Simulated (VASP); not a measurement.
# A VASP study of BiRh (rev-vdW-DF2): structure first, properties next, part 4 of 5

Wanted: the relaxed cell of BiRh and its properties. The start is a cell from a database of measured crystal structures.

VASP 6.6.1; rev-vdW-DF2; plane waves and PAW (Bi_d, Rh_pv).

Still holding for the runs below: The k-mesh is coarse for a metal.

So far. Step 5 (Band structure (rev-vdW-DF2)): There is no gap at this level. Step 6 (Density of states (rev-vdW-DF2)): The finer mesh and the other smearing move the Fermi level by -0.03 eV from the 6×6×4 run, a small shift, which tests the Fermi level alone. Of the states within 0.3 eV of the Fermi level, the largest shares in the PAW spheres are Rh d 57 % and Bi p 14 %. The rest lies in smaller channels or between the spheres. The relaxed cell has a = 4.145, c = 5.680 Å (conventional setting).

### 7. Field gradients at the nuclei (rev-vdW-DF2)

Field gradients probe how far the charge around each nucleus departs from cubic symmetry; LASPH keeps the non-spherical terms inside the spheres.

INCAR reads:

```
SYSTEM = BiRh
PREC = Accurate
ENCUT = 400
EDIFF = 1E-07
NELM = 100
ISMEAR = 1
SIGMA = 0.2
LREAL = .FALSE.
ALGO = Normal
GGA = MK
AGGAC = 0
LUSE_VDW = .TRUE.
PARAM1 = 0.1234
PARAM2 = 0.711357
ZAB_VDW = -1.8867
LASPH = .TRUE.
NBANDS = 37
LORBIT = 11
LWAVE = .FALSE.
LCHARG = .FALSE.
KPAR = 4
LEFG = .TRUE.
```

POSCAR reads:

```
BiRh
1.0
    4.1451876761      0.0000000000      0.0000000000
   -2.0725938381      3.5898378309      0.0000000000
    0.0000000000      0.0000000000      5.6803058231
Bi Rh
2 2
Direct
    0.3333333333      0.6666666667      0.2500000000
    0.6666666667      0.3333333333      0.7500000000
    0.0000000000      0.0000000000      0.0000000000
    0.0000000000      0.0000000000      0.5000000000
```

KPOINTS reads:

```
Automatic mesh
0
Gamma
6 6 4
0 0 0
```

Potentials, in the order of the species: Bi_d and Rh_pv (PBE family, release 64).

Started as:

```bash
$ mpirun -np 4 vasp_std
```

What it wrote:

```text
[... set-up lines as in an earlier step ...]
 entering main loop
       N       E                     dE             d eps       ncg     rms          rms(c)
DAV:   1     0.725610310007E+03    0.72561E+03   -0.29252E+04  1594   0.177E+03
DAV:   2     0.507150485407E+02   -0.67490E+03   -0.65916E+03  1592   0.545E+02
DAV:   3    -0.923692166040E+01   -0.59952E+02   -0.57736E+02  1727   0.174E+02
DAV:   4    -0.115425640854E+02   -0.23056E+01   -0.22953E+01  1798   0.354E+01
DAV:   5    -0.116400449456E+02   -0.97481E-01   -0.97463E-01  2202   0.706E+00    0.810E+00
DAV:   6    -0.113871012353E+02    0.25294E+00   -0.33049E-01  1909   0.525E+00    0.418E+00
DAV:   7    -0.113215588210E+02    0.65542E-01   -0.18765E-01  1849   0.352E+00    0.930E-01
DAV:   8    -0.113169612214E+02    0.45976E-02   -0.31268E-02  1667   0.134E+00    0.306E-01
DAV:   9    -0.113161425848E+02    0.81864E-03   -0.76978E-03  1783   0.838E-01    0.737E-02
DAV:  10    -0.113161164247E+02    0.26160E-04   -0.32575E-04  1881   0.180E-01    0.309E-02
DAV:  11    -0.113161425219E+02   -0.26097E-04   -0.37769E-05  1987   0.413E-02    0.653E-03
DAV:  12    -0.113161425346E+02   -0.12764E-07   -0.29727E-06  1916   0.126E-02    0.245E-03
DAV:  13    -0.113161422705E+02    0.26418E-06   -0.35801E-07  1328   0.341E-03    0.469E-04
DAV:  14    -0.113161421775E+02    0.92956E-07   -0.38922E-08   992   0.144E-03
ion   1
     0.0000000    -0.0000000    -0.0000000     0.4884077     0.0000000     0.0000000
     0.0000690    -0.0000000    -0.0000000     0.4884077     0.0000000     0.0000000
     0.0000950    -0.0000000    -0.0000000     0.4884077     0.0000000     0.0000000
     0.0001308    -0.0000000    -0.0000000     0.4884076     0.0000000     0.0000000
     0.0001801    -0.0000000    -0.0000000     0.4884076     0.0000000     0.0000000

     0.0000000    -0.0000002     0.0000000  -131.9175497    -0.0000000     0.0000002
     0.0000690    -0.0000002     0.0000000  -131.6683650    -0.0000000     0.0000002
     0.0000950    -0.0000002     0.0000000  -131.5523742    -0.0000000     0.0000002
     0.0001308    -0.0000002     0.0000000  -131.3773034    -0.0000000     0.0000002
     0.0001801    -0.0000002     0.0000000  -131.1142157    -0.0000000     0.0000002

ion   2
     0.0000000    -0.0000000    -0.0000000     0.4884077     0.0000000     0.0000000
     0.0000690    -0.0000000    -0.0000000     0.4884077     0.0000000     0.0000000
     0.0000950    -0.0000000    -0.0000000     0.4884077     0.0000000     0.0000000
     0.0001308    -0.0000000    -0.0000000     0.4884076     0.0000000     0.0000000
     0.0001801    -0.0000000    -0.0000000     0.4884076     0.0000000     0.0000000

     0.0000000    -0.0000002     0.0000000  -131.9175497     0.0000000     0.0000002
     0.0000690    -0.0000002     0.0000000  -131.6683650     0.0000000     0.0000002
     0.0000950    -0.0000002     0.0000000  -131.5523742     0.0000000     0.0000002
     0.0001308    -0.0000002     0.0000000  -131.3773034     0.0000000     0.0000002
     0.0001801    -0.0000002     0.0000000  -131.1142157     0.0000000     0.0000002

ion   3
     0.0000000    -0.0000000     0.0000000    -3.3700536    -0.0000000     0.0000000
     0.0000545    -0.0000000     0.0000000    -3.3700536    -0.0000000     0.0000000
     0.0000750    -0.0000000     0.0000000    -3.3700536    -0.0000000     0.0000000
     0.0001033    -0.0000000     0.0000000    -3.3700536    -0.0000000     0.0000000
     0.0001422    -0.0000000     0.0000000    -3.3700535    -0.0000000     0.0000000

     0.0000000    -0.0000003     0.0000000    32.7064781    -0.0000000     0.0000003
     0.0000545    -0.0000003     0.0000000    32.6943932    -0.0000000     0.0000003
     0.0000750    -0.0000003     0.0000000    32.6875968    -0.0000000     0.0000003
     0.0001033    -0.0000003     0.0000000    32.6765583    -0.0000000     0.0000003
     0.0001422    -0.0000003     0.0000000    32.6587018    -0.0000000     0.0000003

ion   4
     0.0000000    -0.0000000    -0.0000000    -3.3700536     0.0000000     0.0000000
     0.0000545    -0.0000000    -0.0000000    -3.3700536     0.0000000     0.0000000
     0.0000750    -0.0000000    -0.0000000    -3.3700536     0.0000000     0.0000000
     0.0001033    -0.0000000    -0.0000000    -3.3700536     0.0000000     0.0000000
     0.0001422    -0.0000000    -0.0000000    -3.3700535     0.0000000     0.0000000

     0.0000000    -0.0000003    -0.0000000    32.7064781     0.0000000     0.0000003
     0.0000545    -0.0000003    -0.0000000    32.6943932     0.0000000     0.0000003
     0.0000750    -0.0000003    -0.0000000    32.6875968     0.0000000     0.0000003
     0.0001033    -0.0000003    -0.0000000    32.6765583     0.0000000     0.0000003
     0.0001422    -0.0000003    -0.0000000    32.6587018     0.0000000     0.0000003

   1 F= -.11316142E+02 E0= -.11315076E+02  d E =-.319770E-02
```

Wall time 74 s (4 MPI ranks of Intel Xeon Platinum 8259CL at 2.50GHz (Skylake/Cascade Lake), shared host); peak memory 1.6 GiB.

Parts of OUTCAR (step 7):

```text
   NELECT =      60.0000    total number of electrons

 E-fermi :   9.5007

 k-point     1 :       0.0000    0.0000    0.0000
  band No.  band energies     occupation
    ...
     24       6.8535      2.00000
     25       7.5480      2.00000
     26       7.5480      2.00000
     27       8.5382      2.00000
     28       8.5382      2.00000
     29      10.7317     -0.00000
     30      10.7317     -0.00000
     31      10.8266     -0.00000
     32      12.6887     -0.00000
     33      12.8521     -0.00000
    ...

Total vdW correction in eV:      8.8350499

  Total        0.0038900      0.0038900     -0.0244317     -0.0000000      0.0000000     -0.0000000
  in kB        0.0737352      0.0737352     -0.4630985     -0.0000000      0.0000000     -0.0000000
  external PRESSURE =      -0.1052094 kB  Pullay stress =       0.0000000 kB

 POSITION                                       TOTAL-FORCE (eV/Angst)
 -----------------------------------------------------------------------------------
     -0.00000      2.39323      1.42008         0.000000     -0.000000      0.000000
      2.07259      1.19661      4.26023        -0.000000     -0.000000      0.000000
      0.00000      0.00000      0.00000         0.000000      0.000000      0.000000
      0.00000      0.00000      2.84015         0.000000      0.000000      0.000000
 -----------------------------------------------------------------------------------
    total drift:                                0.000000     -0.000000      0.000000

  FREE ENERGIE OF THE ION-ELECTRON SYSTEM (eV)
  ---------------------------------------------------
  free  energy   TOTEN  =       -11.3161421775 eV

  energy  without entropy=      -11.3129444761  energy(sigma->0) =      -11.31507628

Total vdW correction in eV:      8.8350506

 Electric field gradients after diagonalization (V/A^2)
 (convention: |V_zz| > |V_xx| > |V_yy|)
----------------------------------------------------------------------
 ion       V_xx      V_yy      V_zz     asymmetry (V_yy - V_xx)/ V_zz
----------------------------------------------------------------------
   1     -83.206   -83.204   166.410       0.000
   2     -83.206   -83.204   166.410       0.000
   3      21.095    21.093   -42.189       0.000
   4      21.095    21.093   -42.189       0.000
----------------------------------------------------------------------

[... 9 parts as in an earlier step ...]

[... 8 further parts left out ...]
```

Numbers from this step:

```yaml
scf_cycles: 14
bands: 37
irreducible_k_points: 21
free_energy_toten: -11.32 eV
fermi_energy: 9.501 eV
pressure: -0.01052 GPa
```

Electric field gradients, by row:

| atom | Vxx (V/Å²) | Vyy (V/Å²) | Vzz (V/Å²) | asymmetry |
| --- | --- | --- | --- | --- |
| Bi1 | -83.21 | -83.2 | 166.4 | 0 |
| Bi2 | -83.21 | -83.2 | 166.4 | 0 |
| Rh3 | 21.09 | 21.09 | -42.19 | 0 |
| Rh4 | 21.09 | 21.09 | -42.19 | 0 |

The largest gradient, 166.41 V/Å², sits on Bi1 and like sites; times the quadrupole moment of a nucleus that has one, it gives the coupling that NMR and NQR see.

### 8. Optical spectrum (rev-vdW-DF2)

LOPTICS sums transitions from filled to empty bands. The mesh is finer than in the run before. NBANDS is raised for it.

Changes to INCAR since step 7:

```diff
@@ -3,3 +3,3 @@
 ENCUT = 400
-EDIFF = 1E-07
+EDIFF = 1E-06
 NELM = 100
@@ -16,3 +16,3 @@
 LASPH = .TRUE.
-NBANDS = 37
+NBANDS = 62
 LORBIT = 11
@@ -21,2 +21,4 @@
 KPAR = 4
-LEFG = .TRUE.
+LOPTICS = .TRUE.
+NEDOS = 1500
+CSHIFT = 0.1
```

POSCAR is that of step 7.

KPOINTS reads:

```
Automatic mesh
0
Gamma
8 8 5
0 0 0
```

Started as:

```bash
$ mpirun -np 4 vasp_std
```

What it wrote:

```text
[... set-up lines as in an earlier step ...]
 entering main loop
       N       E                     dE             d eps       ncg     rms          rms(c)
DAV:   1     0.723880048874E+03    0.72388E+03   -0.24664E+04  3866   0.105E+03
DAV:   2     0.638083630962E+02   -0.66007E+03   -0.61951E+03  3720   0.364E+02
DAV:   3    -0.902829005353E+01   -0.72837E+02   -0.70724E+02  4180   0.120E+02
DAV:   4    -0.115686595834E+02   -0.25404E+01   -0.25338E+01  4360   0.223E+01
DAV:   5    -0.116522457833E+02   -0.83586E-01   -0.83558E-01  5552   0.402E+00    0.808E+00
DAV:   6    -0.113961313337E+02    0.25611E+00   -0.18219E-01  4856   0.303E+00    0.422E+00
DAV:   7    -0.113290532704E+02    0.67078E-01   -0.11188E-01  5132   0.215E+00    0.838E-01
DAV:   8    -0.113256529652E+02    0.34003E-02   -0.22539E-02  4610   0.866E-01    0.296E-01
DAV:   9    -0.113246551419E+02    0.99782E-03   -0.49363E-03  4862   0.490E-01    0.594E-02
DAV:  10    -0.113246705796E+02   -0.15438E-04   -0.24806E-04  4962   0.115E-01    0.288E-02
DAV:  11    -0.113246920513E+02   -0.21472E-04   -0.31061E-05  4664   0.282E-02    0.619E-03
DAV:  12    -0.113246923500E+02   -0.29875E-06   -0.25541E-06  4098   0.895E-03
   1 F= -.11324692E+02 E0= -.11324242E+02  d E =-.135178E-02
 optical routines
 imaginary and real dielectric function
 recalculating local potential from charge density
 direction            1
 direction            2
 direction            3
```

Wall time 77 s (4 MPI ranks); peak memory 2.1 GiB; 4.5 min of CPU time.

OUTCAR, selected parts (step 8):

```text
   k-points           NKPTS =     30   k-points in BZ     NKDIM =     30   number of bands    NBANDS=     62

   NELECT =      60.0000    total number of electrons

 E-fermi :   9.4646

 k-point     1 :       0.0000    0.0000    0.0000
  band No.  band energies     occupation
    ...
     24       6.8630      2.00000
     25       7.5552      2.00000
     26       7.5552      2.00000
     27       8.5511      2.00000
     28       8.5511      2.00000
     29      10.7314     -0.00000
     30      10.7314     -0.00000
     31      10.8393     -0.00000
     32      12.6850     -0.00000
     33      12.8525     -0.00000
    ...

  Total       -0.1053993     -0.1053993      0.1316630      0.0000000      0.0000000      0.0000000
  in kB       -1.9978261     -1.9978261      2.4956497      0.0000000      0.0000000      0.0000000
  external PRESSURE =      -0.5000009 kB  Pullay stress =       0.0000000 kB

 POSITION                                       TOTAL-FORCE (eV/Angst)
 -----------------------------------------------------------------------------------
     -0.00000      2.39323      1.42008         0.000000      0.000000      0.000000
      2.07259      1.19661      4.26023        -0.000000      0.000000      0.000000
      0.00000      0.00000      0.00000        -0.000000      0.000000      0.000000
      0.00000      0.00000      2.84015        -0.000000      0.000000      0.000000
 -----------------------------------------------------------------------------------
    total drift:                                0.000000     -0.000000      0.000000

  FREE ENERGIE OF THE ION-ELECTRON SYSTEM (eV)
  ---------------------------------------------------
  free  energy   TOTEN  =       -11.3246923500 eV

  energy  without entropy=      -11.3233405651  energy(sigma->0) =      -11.32424176

Total vdW correction in eV:      8.8357550

Total vdW correction in eV:      8.8357550

 plasma frequency squared (from intraband transitions) (eV^2)
  --------------------------------------------------------------------------------------
      40.159      -0.000       0.000
      -0.000      40.159       0.000
       0.000       0.000      40.488

[... 8 parts as in an earlier step ...]

[... 8 further parts left out ...]
```

These are independent-particle spectra without excitons or local fields, and fine structure depends on the mesh and on CSHIFT. The intraband (Drude) part is not in this spectrum.

Numbers from this step:

```yaml
scf_cycles: 12
bands: 62
irreducible_k_points: 30
fermi_energy: 9.465 eV
pressure: -0.05000 GPa
```

The imaginary dielectric function has structure finer than the step of the table below, so its rows give means over 2 eV, whole bins alone (the curve runs from 0 to 25.0 eV). Peaks (eV: height): xx 0.8: 66.5; zz 0.4: 16.7, 1.1: 40.4, 2.8: 17.2.

The imaginary dielectric function by photon energy; means over each step:

| photon energy (eV) | xx | zz |
| --- | --- | --- |
| 2 | 18.8 | 17.3 |
| 4 | 11.6 | 11.9 |
| 6 | 4.50 | 5.85 |
| 8 | 3.55 | 3.52 |
| 10 | 2.75 | 2.08 |
| 12 | 1.91 | 2.35 |
| 14 | 1.52 | 2.00 |
| 16 | 1.12 | 1.42 |
| 18 | 0.871 | 0.937 |
| 20 | 0.594 | 0.471 |
| 22 | 0.464 | 0.371 |

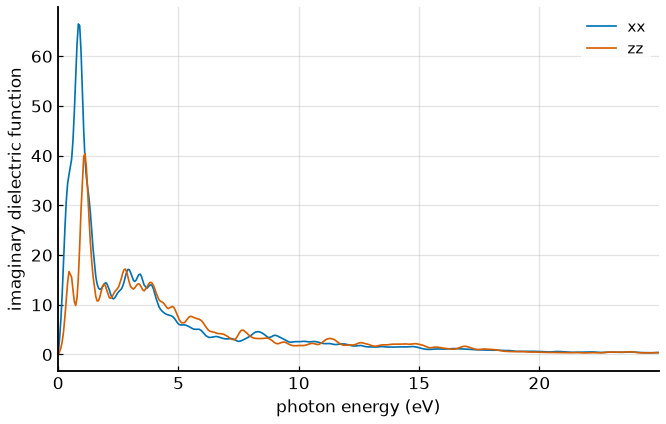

Imaginary dielectric function, plotted against photon energy.

Table of real dielectric function by photon energy:

| photon energy (eV) | xx | zz |
| --- | --- | --- |
| 0.0 | 70.0 | 36.1 |
| 2.5 | 6.33 | 9.75 |
| 5.0 | -2.87 | -2.56 |
| 7.5 | -0.00124 | 0.454 |
| 10.0 | -0.508 | -0.0830 |
| 12.5 | -0.416 | 0.154 |
| 15.0 | -0.509 | -0.606 |
| 17.5 | -0.141 | -0.382 |
| 20.0 | 0.0604 | -0.0709 |
| 22.5 | 0.241 | 0.354 |

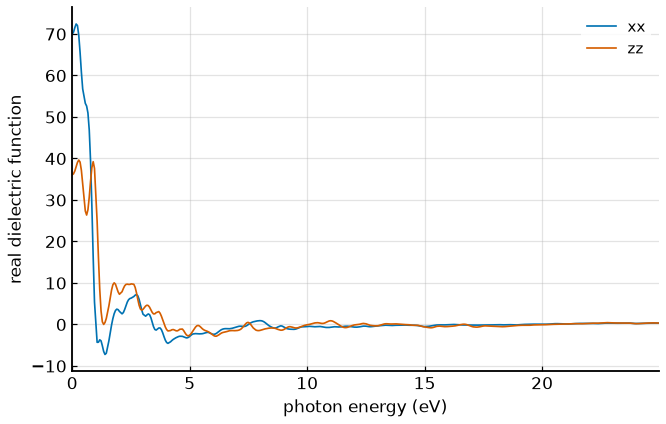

Real dielectric function, plotted against photon energy.

(Continued in part 5 of 5.)

[Lines on the potential files, build, host, timing and source positions are cut from VASP's logs without a mark.]

[Logs are printed without paths, hosts, clocks, repeated set-up lines and the standing remarks that a program may print on its own settings, such as how far it seeks lower states.]

[Hosts, paths, dates, database ids (printed as entryN), source tags and the programs' standing remarks are cut or masked in the printed files.]

[A measured line is paired with the nearest computed mode of its activity, which favours agreement.]
